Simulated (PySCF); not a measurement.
**CH$_{11}$NSSi$_{3}$: a changed input and its effect**

System: CH$_{11}$NSSi$_{3}$.
Method of run A: GIAO PBE0/pcSseg-1 NMR shielding, non-relativistic, gas phase (PySCF 2.14.0).

The geometry comes from this level: PBE0-D3(BJ)/def2-SVP. Text and figures count atoms from 1; the logs count them from 0 in places.

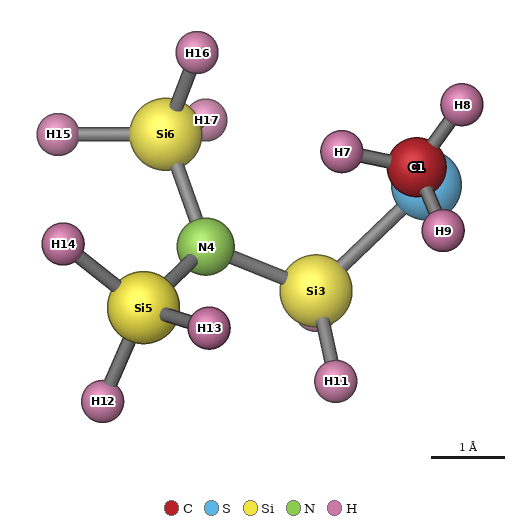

Figure 1. The structure as given in the input (ball-and-stick view, seen at a tilt; atoms are numbered from 1 in the order of the input). Bond lengths as drawn: C–H 1.10 Å, C–S 1.82 Å, H–Si 1.49 to 1.50 Å, N–Si 1.75 to 1.76 Å and S–Si 2.14 Å.

The input, run A:
```
{"job": {"kind": "nmr", "xc": "PBE0", "basis": "pcSseg-1"}, "charge": 0, "multiplicity": 1}
C      2.360089     0.458641     0.644167
S      1.608458     1.833778    -0.286286
Si    -0.004958     0.785704    -1.214771
N     -1.009305     0.029400     0.001441
Si    -1.250351    -1.708687    -0.006198
Si    -1.626955     1.040365     1.304455
H      1.608218    -0.061699     1.253800
H      3.113131     0.899371     1.310575
H      2.853450    -0.255871    -0.029480
H     -0.722765     1.829895    -1.999364
H      0.470939    -0.313099    -2.110469
H     -2.098089    -2.153444    -1.153956
H      0.060198    -2.423531    -0.096291
H     -1.923966    -2.081691     1.273562
H     -2.963400     0.525502     1.727111
H     -0.723670     1.035092     2.496035
H     -1.763904     2.437071     0.798789
```

The first line tells a small driver script what to run in PySCF; the rest is the geometry in Å.

Hardware: 1 CPU thread, shared host.

Output (run A):
```
coarse grid: 15464 points
cycle   1  E = -1365.4546665264  dE =  1.122e-01  |g| = 4.663e-01  |ddm| = 3.690e+00
cycle   2  E = -1365.4060714149  dE =  4.860e-02  |g| = 6.595e-01  |ddm| = 9.615e-01
cycle   3  E = -1365.5001865014  dE = -9.412e-02  |g| = 9.198e-02  |ddm| = 6.170e-01
cycle   4  E = -1365.5021323724  dE = -1.946e-03  |g| = 2.778e-02  |ddm| = 1.363e-01
cycle   5  E = -1365.5023339412  dE = -2.016e-04  |g| = 6.345e-03  |ddm| = 4.319e-02
cycle   6  E = -1365.5023438839  dE = -9.943e-06  |g| = 1.348e-03  |ddm| = 9.613e-03
final grid: 128816 points
cycle   7  E = -1365.5359874101  dE = -1.220e-05  |g| = 8.377e-03  |ddm| = 2.129e-02
cycle   8  E = -1365.5359679554  dE =  1.945e-05  |g| = 1.228e-02  |ddm| = 1.685e-02
cycle   9  E = -1365.5360034251  dE = -3.547e-05  |g| = 1.154e-03  |ddm| = 1.071e-02
cycle  10  E = -1365.5360036960  dE = -2.710e-07  |g| = 2.685e-04  |ddm| = 1.113e-03
cycle  11  E = -1365.5360037132  dE = -1.720e-08  |g| = 4.221e-05  |ddm| = 2.913e-04
cycle  12  E = -1365.5360037137  dE = -4.775e-10  |g| = 1.280e-05  |ddm| = 6.731e-05
converged SCF energy = -1365.5360037137

GIAO shielding tensors (ppm)
atom      isotropic    diamagn.    paramagn.     s11        s22        s33       span
  0 C      172.137     251.997     -79.860    160.631    166.570    189.209     28.578
  1 S      653.598    1059.006    -405.408    571.352    634.719    754.723    183.371
  2 Si     364.293     880.349    -516.056    302.848    372.185    417.846    114.998
  3 N      271.428     333.243     -61.815    240.778    280.068    293.438     52.660
  4 Si     394.789     879.820    -485.030    354.007    364.095    466.266    112.259
  5 Si     396.895     879.339    -482.444    360.603    367.117    462.965    102.362
  6 H       29.255      33.322      -4.067     23.243     29.513     35.009     11.766
  7 H       29.240      29.066       0.175     23.596     26.271     37.854     14.258
  8 H       29.331      30.677      -1.346     24.545     26.278     37.171     12.627
  9 H       26.132      28.984      -2.851     21.974     24.339     32.085     10.111
 10 H       25.993      30.141      -4.148     21.521     25.340     31.118      9.597
 11 H       26.563      28.571      -2.009     22.764     24.293     32.631      9.867
 12 H       26.576      30.050      -3.474     22.526     25.856     31.346      8.819
 13 H       26.529      29.199      -2.670     23.091     25.113     31.384      8.292
 14 H       26.639      28.462      -1.822     23.106     24.867     31.945      8.839
 15 H       26.686      29.450      -2.764     22.682     25.456     31.920      9.238
 16 H       26.433      28.541      -2.107     22.991     25.122     31.187      8.195
```

For run B the input was changed thus:
```diff
-"xc": "PBE0"
+"xc": "WP04"
+"pop": false
```

Predict how the results change.

The total energies belong to different methods, so their difference says nothing on which is more stable or more accurate. The HOMO goes from −7.10 to −8.11 eV. The LUMO goes from −0.22 to −1.72 eV. The dipole moment goes from 1.48 to 1.41 D. Of all shieldings, the largest change is that of S2, by −55.6 ppm. The functional changes from PBE0 to WP04. Exact exchange removes part of the self-interaction error of semilocal functionals, which pushes filled and empty levels apart. The SCF takes 14 iterations against 12.

Output (run B):
```
coarse grid: 15464 points
cycle   1  E = -1382.1635939880  dE =  5.977e-02  |g| = 8.165e-01  |ddm| = 3.785e+00
cycle   2  E = -1381.8867255059  dE =  2.769e-01  |g| = 1.317e+00  |ddm| = 1.833e+00
cycle   3  E = -1382.2904841811  dE = -4.038e-01  |g| = 2.060e-01  |ddm| = 1.368e+00
cycle   4  E = -1382.2998610317  dE = -9.377e-03  |g| = 6.410e-02  |ddm| = 2.760e-01
cycle   5  E = -1382.3009368892  dE = -1.076e-03  |g| = 1.569e-02  |ddm| = 9.746e-02
cycle   6  E = -1382.3010009980  dE = -6.411e-05  |g| = 4.780e-03  |ddm| = 2.409e-02
cycle   7  E = -1382.3010073853  dE = -6.387e-06  |g| = 1.251e-03  |ddm| = 6.915e-03
final grid: 128816 points
cycle   8  E = -1382.3409111799  dE = -2.031e-05  |g| = 5.429e-03  |ddm| = 2.148e-02
cycle   9  E = -1382.3409004534  dE =  1.073e-05  |g| = 8.652e-03  |ddm| = 1.129e-02
cycle  10  E = -1382.3409174405  dE = -1.699e-05  |g| = 1.233e-03  |ddm| = 7.373e-03
cycle  11  E = -1382.3409177426  dE = -3.021e-07  |g| = 2.683e-04  |ddm| = 1.150e-03
cycle  12  E = -1382.3409177597  dE = -1.704e-08  |g| = 7.281e-05  |ddm| = 2.958e-04
cycle  13  E = -1382.3409177610  dE = -1.392e-09  |g| = 2.065e-05  |ddm| = 1.124e-04
cycle  14  E = -1382.3409177612  dE = -1.171e-10  |g| = 3.259e-06  |ddm| = 2.858e-05
converged SCF energy = -1382.3409177612

GIAO shielding tensors (ppm)
atom      isotropic    diamagn.    paramagn.     s11        s22        s33       span
  0 C      156.227     252.634     -96.407    145.158    149.032    174.490     29.332
  1 S      597.971    1063.283    -465.311    506.632    558.369    728.913    222.280
  2 Si     356.123     883.392    -527.269    295.572    369.043    403.754    108.181
  3 N      253.975     338.146     -84.170    227.349    261.081    273.496     46.147
  4 Si     387.057     882.256    -495.199    353.599    362.987    444.585     90.986
  5 Si     387.552     881.634    -494.082    360.010    361.489    441.156     81.145
  6 H       29.567      35.456      -5.888     24.002     29.836     34.864     10.862
  7 H       29.649      29.061       0.588     24.560     26.749     37.638     13.079
  8 H       29.620      31.587      -1.968     25.274     26.684     36.901     11.626
  9 H       27.168      29.963      -2.795     23.172     25.355     32.977      9.805
 10 H       27.046      31.779      -4.732     22.762     26.304     32.074      9.312
 11 H       27.592      29.537      -1.945     23.989     25.382     33.405      9.416
 12 H       27.626      31.801      -4.175     23.740     26.921     32.218      8.478
 13 H       27.624      30.287      -2.663     24.242     26.245     32.384      8.143
 14 H       27.683      29.221      -1.538     24.229     25.934     32.886      8.658
 15 H       27.661      30.945      -3.284     23.878     26.499     32.606      8.727
 16 H       27.506      29.605      -2.099     24.138     26.273     32.107      7.970
```

The two runs side by side:

```csv
quantity,run A,run B
outcome,converged,converged
total energy (hartree),−1365.536004,−1382.340918
HOMO (eV),−7.10,−8.11
LUMO (eV),−0.22,−1.72
dipole moment (D),1.48,1.41
shielding of C1 (ppm),172.1,156.2
shielding of S2 (ppm),653.6,598.0
shielding of Si3 (ppm),364.3,356.1
shielding of N4 (ppm),271.4,254.0
shielding of Si5 (ppm),394.8,387.1
shielding of Si6 (ppm),396.9,387.6
shielding of H14 (ppm),26.5,27.6
SCF iterations,12,14
basis functions,185,185
wall time (shared host),31 s,29 s
```
